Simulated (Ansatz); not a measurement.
## Geometry relaxation, with input and output: SiNH₃ClF₃

SiNH₃ClF₃, computed with RKS B3LYP/def2-SVP (Ansatz 0.2.0).

The input holds or restrains some coordinates. Forces given for the steps count only the free coordinates. It belongs to a series of runs on one base structure; here: pulled along the bonds that form and break, towards end A. Figures and captions count atoms from 1; the log counts them from 0 in places.

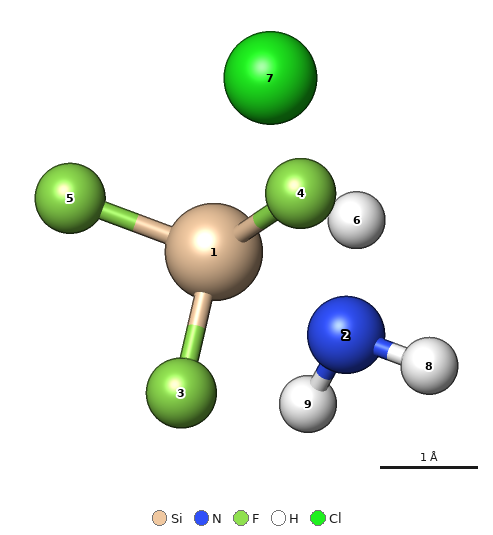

*The structure as given in the input (ball-and-stick view, seen at a tilt; atoms are numbered from 1 in the order of the input).*

Bond lengths as drawn: F–Si 1.58 to 1.60 Å and H–N 1.01 Å.

## The input
```yaml
crystal:
  periodic: [false, false, false]
  atoms:
    - { symbol: Si, position_ang: [-0.9188, -0.2258, -0.1412] }
    - { symbol: "N", position_ang: [1.196, -0.1081, -0.0469] }
    - { symbol: F, position_ang: [-0.8028, -1.5413, -1.0417] }
    - { symbol: F, position_ang: [-1.3644, -0.8203, 1.2542] }
    - { symbol: F, position_ang: [-2.0888, 0.4709, -0.9512] }
    - { symbol: H, position_ang: [1.0871, 1.0975, 0.515] }
    - { symbol: Cl, position_ang: [-0.3816, 2.014, 0.801] }
    - { symbol: H, position_ang: [1.6164, -0.8015, 0.556] }
    - { symbol: H, position_ang: [1.6569, -0.0853, -0.9454] }
basis:
  gaussian: { orbitals: def2-SVP }
hamiltonian:
  xc: b3lyp
relax:
  f_tol: 0.15
  max_steps: 25
  restrain:
    - { distance: [0, 6], at: 3.43, k: 30.0 }
    - { distance: [5, 1], at: 2.32, k: 30.0 }
    - { distance: [0, 1], at: 1.82, k: 30.0 }
    - { distance: [5, 6], at: 1.33, k: 30.0 }
output:
  orbitals: {}
```

Launched with:
```bash
ansatz run input.yaml --threads 2 --pin off --max-ram 3072MiB --backend cpu --events-out ev --progress --plain --runs-dir out
```

## What the program printed
```
The last accepted step is kept in [file] (removed where the run ends without a failure and the disk answers)
Engine: ansatz 0.2.0, x86_64-unknown-linux-gnu
Functional definition: B3LYP
  parameter a0 = 0.2
  parameter ax = 0.72
  parameter ac = 0.81
  exchange = (1 - a0 - ax)*slater_x + ax*b88_x + a0*exact_x
  correlation = (1 - ac)*vwn_rpa_c + ac*lyp_c
1080 factors; integrals over basis functions are off by at most 3.4e-4 eV
mean field evaluation 1: about -30073.6372 eV, gradient 6.8e1 eV
mean field evaluation 2: about -30062.3455 eV, gradient 1.0e2 eV
mean field evaluation 4: about -30081.4653 eV, gradient 4.0e0 eV
mean field evaluation 8: about -30081.5097 eV, gradient 6.5e-2 eV
mean field evaluation 16: about -30081.5097 eV, gradient 3.1e-5 eV
mean field -30081.50966763 eV, -1105.4750903059 hartree, gradient 3.1e-5 eV, S^2 0.000000; 0 other end points of the search recorded, 0 dependent functions left out
the calculation of the forces begins
reference -30081.50988376 eV, -1105.4750982483 hartree; 34, 34 occupied and 73, 73 virtual orbitals, 1080 factors
relax step   1: F+E_penalty+E_count = -30081.50966763 eV  Δ(F+E_penalty+E_count) = +0.000e0 eV  max|allowed force component| = 3.102e0 eV/Å  E_restraint = 31.91697277 eV  max|allowed force component, restraints' pulls added| = 3.073e1 eV/Å  Δτ_max = 0.0000 Å  (27 SCF iters, accepted)
  distance Si 0 - Cl 6 = 2.4886 Å
  distance H 5 - N 1 = 1.3346 Å
  distance Si 0 - N 1 = 2.1202 Å
  distance H 5 - Cl 6 = 1.7547 Å
these checks for a lower state are left out or cut short: starts, cluster_reference, orbital_swaps, neighbouring_geometries, increment
1080 factors; integrals over basis functions are off by at most 3.7e-4 eV
mean field -30080.96900622 eV, -1105.4552213655 hartree, gradient 6.7e-6 eV, S^2 0.000000; 0 other end points of the search recorded, 0 dependent functions left out
[... from here on the field's lines of each further geometry are left out, up to the last ...]
relax step   2: F+E_penalty+E_count = -30080.96900622 eV  Δ(F+E_penalty+E_count) = +5.407e-1 eV  max|allowed force component| = 2.592e0 eV/Å  E_restraint = 15.22009015 eV  max|allowed force component, restraints' pulls added| = 2.249e1 eV/Å  Δτ_max = 0.1949 Å  (34 SCF iters, accepted)
relax step   3: F+E_penalty+E_count = -30081.02122251 eV  Δ(F+E_penalty+E_count) = -5.222e-2 eV  max|allowed force component| = 4.463e0 eV/Å  E_restraint = 5.18291353 eV  max|allowed force component, restraints' pulls added| = 1.262e1 eV/Å  Δτ_max = 0.1949 Å  (32 SCF iters, accepted)
relax step   4: F+E_penalty+E_count = -30081.69703510 eV  Δ(F+E_penalty+E_count) = -6.758e-1 eV  max|allowed force component| = 3.370e0 eV/Å  E_restraint = 0.38629884 eV  max|allowed force component, restraints' pulls added| = 4.111e0 eV/Å  Δτ_max = 0.1947 Å  (29 SCF iters, accepted)
relax step   5: F+E_penalty+E_count = -30082.34736614 eV  Δ(F+E_penalty+E_count) = -6.503e-1 eV  max|allowed force component| = 1.454e0 eV/Å  E_restraint = 0.05596601 eV  max|allowed force component, restraints' pulls added| = 1.538e0 eV/Å  Δτ_max = 0.1931 Å  (29 SCF iters, accepted)
relax step   6: F+E_penalty+E_count = -30082.52665811 eV  Δ(F+E_penalty+E_count) = -1.793e-1 eV  max|allowed force component| = 1.438e0 eV/Å  E_restraint = 0.06965522 eV  max|allowed force component, restraints' pulls added| = 9.108e-1 eV/Å  Δτ_max = 0.1913 Å  (28 SCF iters, accepted)
relax step   7: F+E_penalty+E_count = -30082.52296284 eV  Δ(F+E_penalty+E_count) = +3.695e-3 eV  max|allowed force component| = 2.031e0 eV/Å  E_restraint = 0.08649415 eV  max|allowed force component, restraints' pulls added| = 2.193e0 eV/Å  Δτ_max = 0.1916 Å  (27 SCF iters, rejected (line search))
relax step   8: F+E_penalty+E_count = -30082.59527751 eV  Δ(F+E_penalty+E_count) = -6.862e-2 eV  max|allowed force component| = 1.561e0 eV/Å  E_restraint = 0.05561256 eV  max|allowed force component, restraints' pulls added| = 5.089e-1 eV/Å  Δτ_max = 0.0956 Å  (28 SCF iters, accepted)
relax step   9: F+E_penalty+E_count = -30082.62640440 eV  Δ(F+E_penalty+E_count) = -3.113e-2 eV  max|allowed force component| = 1.383e0 eV/Å  E_restraint = 0.04254971 eV  max|allowed force component, restraints' pulls added| = 4.183e-1 eV/Å  Δτ_max = 0.0973 Å  (27 SCF iters, accepted)
the calculation of the forces begins
reference -30082.63699944 eV, -1105.5165189857 hartree; 34, 34 occupied and 73, 73 virtual orbitals, 1082 factors
relax step  10: F+E_penalty+E_count = -30082.63677039 eV  Δ(F+E_penalty+E_count) = -1.037e-2 eV  max|allowed force component| = 1.492e0 eV/Å  E_restraint = 0.04278164 eV  max|allowed force component, restraints' pulls added| = 5.347e-2 eV/Å  Δτ_max = 0.0752 Å  (26 SCF iters, accepted)
```

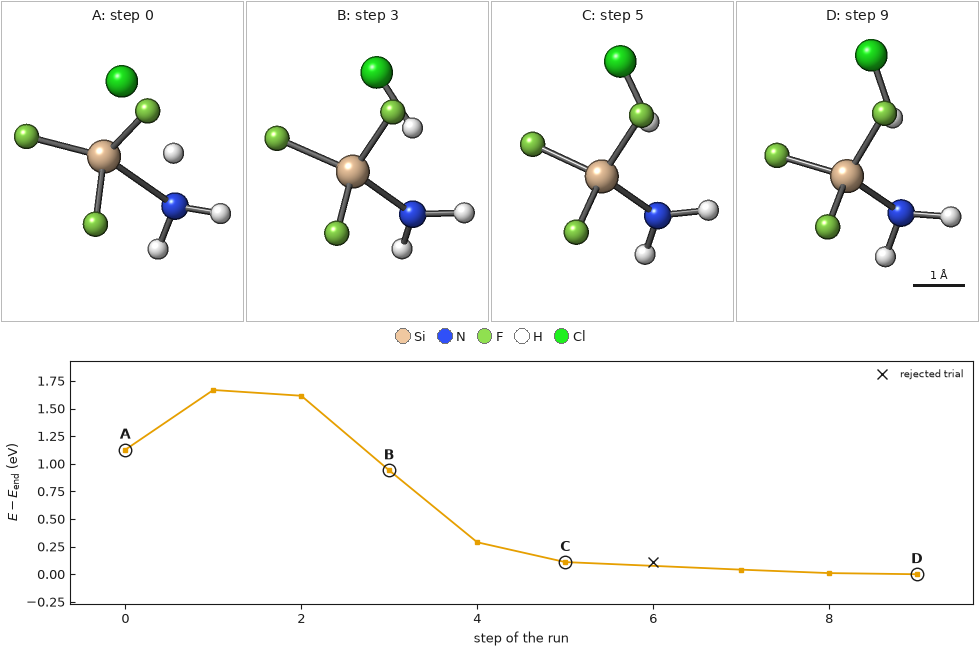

*Frames of the restrained relaxation (ball-and-stick view, seen at a tilt) above the curves, on which the letters mark them (the first geometry is step 0 here and step 1 in the log).*

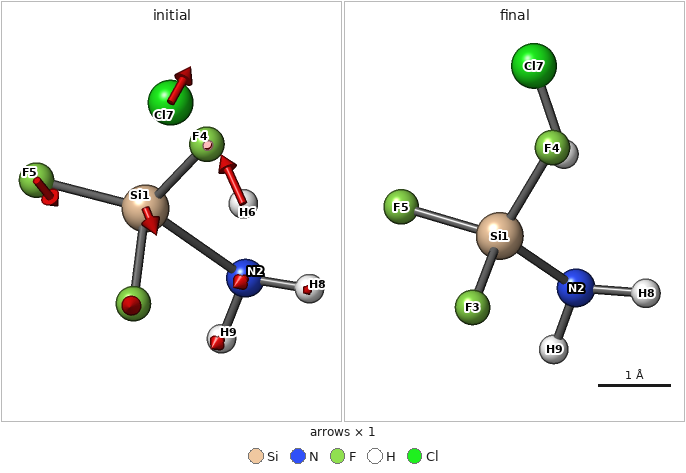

*Before (left) and after (right) the restrained relaxation, at one scale (ball-and-stick view, seen at a tilt). The red arrows give the displacements, at true length.*

The energy falls by 1.127 eV in 9 geometry steps. The largest force component goes from 3.1 to 1.5 eV/Å. The line search rejected the trial step at point 6 (counted from 0) and went back. The largest move after the best rigid fit is that of H6, 0.82 Å. Largest moves by element: H 0.82 Å, Cl 0.66 Å, F 0.66 Å, Si 0.45 Å, N 0.31 Å. Distances before and after: H6–Cl7 1.755 → 1.314 Å, Si1–N2 2.120 → 1.770 Å, Si1–F4 1.581 → 1.596 Å, Si1–F3 1.598 → 1.608 Å. New bonds form: H6–Cl7 (1.75 → 1.31 Å). Among the angles that change: N2–Si1–F5 137.3° → 110.1°, N2–Si1–F3 89.9° → 113.1°, F3–Si1–F5 97.3° → 105.6°. (Atoms are counted from 1 in the order of the input.)

```
  distance Si 0 - Cl 6 = 3.4389 Å
  distance H 5 - N 1 = 2.3141 Å
  distance Si 0 - N 1 = 1.7703 Å
  distance H 5 - Cl 6 = 1.3137 Å
1082 factors; integrals over basis functions are off by at most 5.3e-4 eV
mean field -30082.63677039 eV, -1105.5165105684 hartree, gradient 8.5e-5 eV, S^2 0.000000; 1 other end points of the search recorded, 0 dependent functions left out
the calculation of the forces begins
reference -30082.63699944 eV, -1105.5165189857 hartree; 34, 34 occupied and 73, 73 virtual orbitals, 1082 factors
Total energy: -30082.63699944 eV, -1105.5165189857 hartree
Atom 0 at    -0.712690    -0.600859    -0.269613 Å, force     1.491530    -0.020375    -0.083509 eV/Å
Atom 1 at     1.033049    -0.310660    -0.224079 Å, force    -1.482575    -0.069979     0.012002 eV/Å
Atom 2 at    -1.105371    -1.963614    -1.027697 Å, force    -0.012899     0.014738    -0.001449 eV/Å
Atom 3 at    -1.256328    -0.739974     1.224359 Å, force    -0.006186     0.004695     0.018709 eV/Å
Atom 4 at    -1.442741     0.566227    -1.077098 Å, force    -0.009147    -0.003876    -0.026300 eV/Å
Atom 5 at     0.690021     1.771259     0.726307 Å, force    -0.356918     0.091870     0.153034 eV/Å
Atom 6 at    -0.290188     2.427047     1.304994 Å, force     0.419855    -0.019172    -0.096469 eV/Å
Atom 7 at     1.559658    -0.852115     0.458975 Å, force    -0.015694    -0.005138     0.005643 eV/Å
Atom 8 at     1.524589    -0.297212    -1.116350 Å, force    -0.027966     0.007236     0.018339 eV/Å
Dipole moment:     0.697119    -0.281633    -0.188927 e Å
```

## Trajectory as extended XYZ (Å, eV, eV/Å), 10 frames, from step=1 to step=10
```
9
Properties=species:S:1:pos:R:3:forces:R:3 step=1 energy=-30081.50967
Si   -0.9188   -0.2258   -0.1412    2.4806   0.9987   0.6707
N     1.1960   -0.1081   -0.0469   -2.4570   3.1016   1.2957
F    -0.8028   -1.5413   -1.0417    0.3054  -0.7401  -0.6557
F    -1.3644   -0.8203    1.2542   -0.1637  -0.1795   0.9159
F    -2.0888    0.4709   -0.9512   -0.5506   0.6301  -0.4557
H     1.0871    1.0975    0.5150   -0.0120  -2.6270  -1.2629
Cl   -0.3816    2.0140    0.8010   -0.0929  -0.5958  -0.2788
H     1.6164   -0.8015    0.5560    0.1896  -0.4920   0.2486
H     1.6569   -0.0853   -0.9454    0.3005  -0.0961  -0.4776
9
Properties=species:S:1:pos:R:3:forces:R:3 step=2 energy=-30080.96901
Si   -0.8996   -0.3321   -0.1834    2.5120   1.6455   1.1752
N     1.1231   -0.2171   -0.1003   -2.1703   2.5916   0.9348
F    -0.8031   -1.5951   -1.0738   -0.2532  -2.4457  -1.7732
F    -1.3602   -0.8304    1.2554   -0.0411   0.1591   0.3481
F    -2.0737    0.4626   -0.9502    0.5951   0.2512   0.2975
H     1.0073    1.2611    0.5847   -1.4797  -0.5156  -0.4089
Cl   -0.2739    2.1562    0.8647    1.1841  -0.9675  -0.3142
H     1.6193   -0.8128    0.5562   -0.2203  -0.4502   0.0298
H     1.6608   -0.0922   -0.9534   -0.1266  -0.2684  -0.2891
9
Properties=species:S:1:pos:R:3:forces:R:3 step=3 energy=-30081.02122
Si   -0.8723   -0.4368   -0.2226    2.2688   3.4198   2.3259
N     1.0631   -0.3272   -0.1547   -1.8322   1.6616   0.5197
F    -0.8122   -1.6479   -1.1084   -0.8082  -4.4628  -3.2114
F    -1.3576   -0.8285    1.2541    0.1110   0.2119  -0.1900
F    -2.0511    0.4598   -0.9393    1.5352  -0.3356   0.7642
H     0.9471    1.4320    0.6565   -1.6564   0.5773   0.0884
Cl   -0.1865    2.2630    0.9147    1.4609  -0.7719  -0.2001
H     1.6135   -0.8180    0.5554   -0.5725  -0.0753  -0.0798
H     1.6560   -0.0963   -0.9560   -0.5066  -0.2251  -0.0170
9
Properties=species:S:1:pos:R:3:forces:R:3 step=4 energy=-30081.69704
Si   -0.8206   -0.5536   -0.2621    1.4089   3.0643   1.8992
N     1.0003   -0.4209   -0.2026   -1.1294   1.0541   0.3715
F    -0.8612   -1.7637   -1.1832   -1.1156  -3.3702  -2.3651
F    -1.3459   -0.8247    1.2399    0.3511  -0.0822  -0.5372
F    -1.9782    0.4503   -0.9073    1.8998  -0.7542   0.6568
H     0.9010    1.6068    0.7289   -0.2946   0.0090  -0.0208
Cl   -0.0990    2.4121    0.9834    0.2355   0.1228   0.0754
H     1.5799   -0.8063    0.5528   -0.7149   0.1294  -0.0819
H     1.6236   -0.0999   -0.9500   -0.6409  -0.1731   0.0021
9
Properties=species:S:1:pos:R:3:forces:R:3 step=5 energy=-30082.34737
Si   -0.7717   -0.6337   -0.2781    0.8858   1.4540   0.3691
N     0.9828   -0.4272   -0.2128   -1.2991   0.5279   0.1851
F    -0.9889   -1.8710   -1.2374   -0.5660  -0.8850  -0.4080
F    -1.2909   -0.8470    1.2289    0.2513  -0.3676  -0.3260
F    -1.7949    0.5015   -0.8750    1.2721  -0.7592   0.2396
H     0.8630    1.6711    0.7581   -0.2089  -0.0051  -0.0467
Cl   -0.1175    2.4851    1.0172    0.1907   0.1800   0.1260
H     1.5384   -0.7540    0.5749   -0.2967  -0.0205   0.0305
H     1.5797   -0.1247   -0.9760   -0.2293  -0.1246  -0.1696
9
Properties=species:S:1:pos:R:3:forces:R:3 step=6 energy=-30082.52666
Si   -0.7296   -0.6248   -0.2705    0.9705   0.3278  -0.3230
N     1.0182   -0.4308   -0.2258   -1.4384   0.5146  -0.1411
F    -1.0800   -1.8886   -1.2070   -0.1595   0.0984   0.2939
F    -1.2308   -0.8158    1.2384    0.1106  -0.3306  -0.1426
F    -1.6202    0.5788   -0.8859    0.6784  -0.5131   0.0312
H     0.7195    1.6799    0.7017   -0.5436   0.3457   0.1512
Cl   -0.2270    2.5012    1.1223    0.6257  -0.2072  -0.0605
H     1.5518   -0.7672    0.5672   -0.0259  -0.0734   0.0776
H     1.5980   -0.2327   -1.0407   -0.2177  -0.1622   0.1133
9
Properties=species:S:1:pos:R:3:forces:R:3 step=7 energy=-30082.52296 accepted=F
Si   -0.7274   -0.6257   -0.2812    1.2129  -0.2284  -0.4525
N     1.0165   -0.3832   -0.2306   -2.0310   0.0539   1.1233
F    -1.1174   -1.9354   -1.1631    0.0952   0.5394   0.4931
F    -1.2324   -0.7961    1.2235   -0.0130  -0.2435  -0.0180
F    -1.5384    0.5775   -0.9664    0.2651  -0.2101  -0.0443
H     0.7408    1.7668    0.5979   -1.3404   0.6855   0.8686
Cl   -0.2456    2.4151    1.2925    1.3815  -0.6058  -0.7782
H     1.5399   -0.7179    0.5819   -0.1759   0.0492  -0.3026
H     1.5640   -0.3011   -1.0548    0.6055  -0.0402  -0.8895
9
Properties=species:S:1:pos:R:3:forces:R:3 step=8 energy=-30082.59528
Si   -0.7243   -0.6163   -0.2733    1.2324   0.1752  -0.2876
N     1.0219   -0.3740   -0.2353   -1.5606   0.2656   0.0741
F    -1.0941   -1.9203   -1.1439   -0.0821   0.0861   0.2109
F    -1.2317   -0.7891    1.2331    0.0636  -0.2039  -0.0764
F    -1.5579    0.5754   -0.9583    0.3618  -0.2812   0.0086
H     0.7195    1.7078    0.7404   -0.5124   0.2708   0.1195
Cl   -0.2580    2.4753    1.1848    0.5790  -0.1526  -0.0544
H     1.5498   -0.7702    0.5361   -0.0055  -0.0770  -0.0001
H     1.5747   -0.2885   -1.0838   -0.0762  -0.0830   0.0054
9
Properties=species:S:1:pos:R:3:forces:R:3 step=9 energy=-30082.62640
Si   -0.7136   -0.6053   -0.2688    1.3835   0.0271  -0.1458
N     1.0303   -0.3108   -0.2211   -1.1076  -0.2693   0.0489
F    -1.1068   -1.9354   -1.0855    0.0172   0.0513   0.0552
F    -1.2339   -0.7981    1.2284   -0.0021  -0.0148   0.0063
F    -1.4779    0.5841   -1.0130    0.0441  -0.0626  -0.0243
H     0.7034    1.7859    0.7021   -0.5502   0.2092   0.2350
Cl   -0.2933    2.4486    1.2647    0.6119  -0.1370  -0.1644
H     1.5439   -0.8336    0.4986   -0.1959   0.1844  -0.2545
H     1.5479   -0.3354   -1.1056   -0.2009   0.0117   0.2436
9
Properties=species:S:1:pos:R:3:forces:R:3 step=10 energy=-30082.63677
Si   -0.7127   -0.6009   -0.2696    1.4915  -0.0204  -0.0835
N     1.0330   -0.3107   -0.2241   -1.4826  -0.0700   0.0120
F    -1.1054   -1.9636   -1.0277   -0.0129   0.0147  -0.0014
F    -1.2563   -0.7400    1.2244   -0.0062   0.0047   0.0187
F    -1.4427    0.5662   -1.0771   -0.0091  -0.0039  -0.0263
H     0.6900    1.7713    0.7263   -0.3569   0.0919   0.1530
Cl   -0.2902    2.4270    1.3050    0.4199  -0.0192  -0.0965
H     1.5597   -0.8521    0.4590   -0.0157  -0.0051   0.0056
H     1.5246   -0.2972   -1.1163   -0.0280   0.0072   0.0183
```

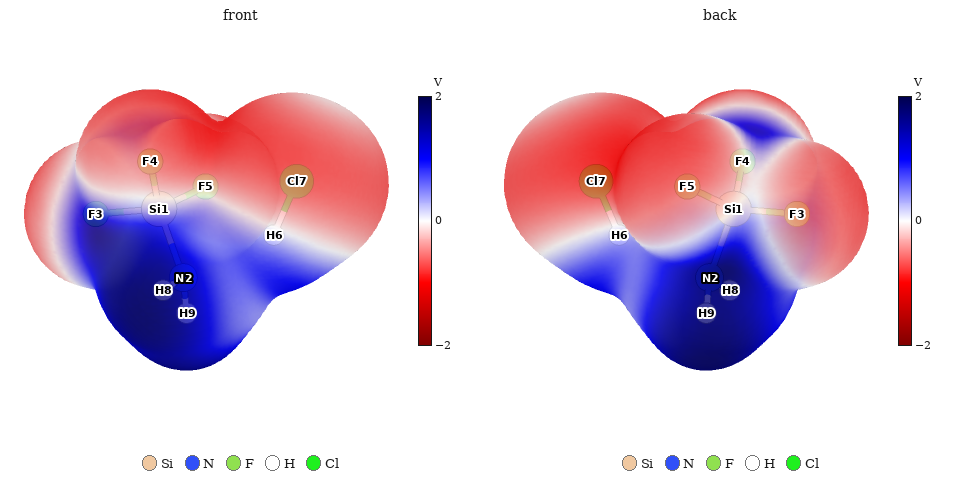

*The electrostatic potential painted on the density surface at 0.001 e/bohr³, seen at a tilt and from behind; red is negative and blue positive.*

A positive charge is drawn to the negative regions and a negative charge to the positive ones.

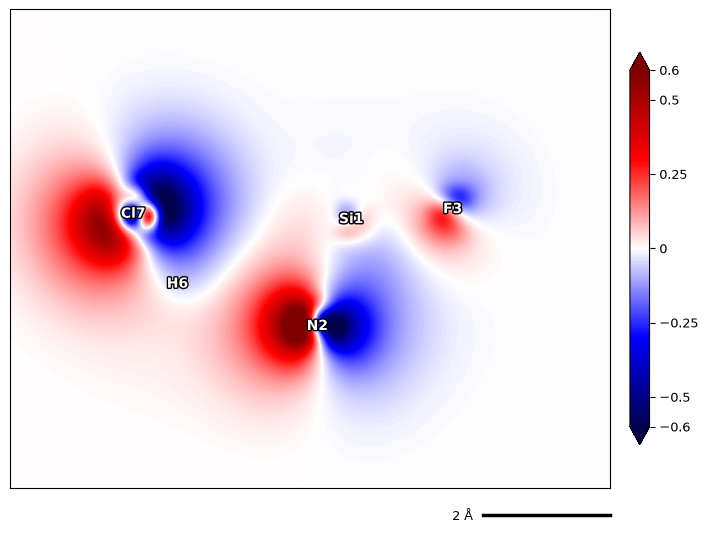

*One frontier orbital on the plane of atoms N2, Si1 and F3 (values in Å⁻³ᐟ²; the overall sign is arbitrary).*

The HOMO, at −8.32 eV.

## Summary

- outcome: converged under the restraints of the input
- total energy: −30082.6370 eV
- mean-field energy: −30082.6370 eV
- largest force (length of the vector) at the end, held atoms and coordinates included: 1.494 eV/Å
- hardware: 2 threads of Intel Xeon @ 2.50GHz (Skylake/Cascade Lake), 16 GiB of memory available, shared host
- wall time: 33 s (CPU time 63 s)
- peak memory: 0.27 GiB
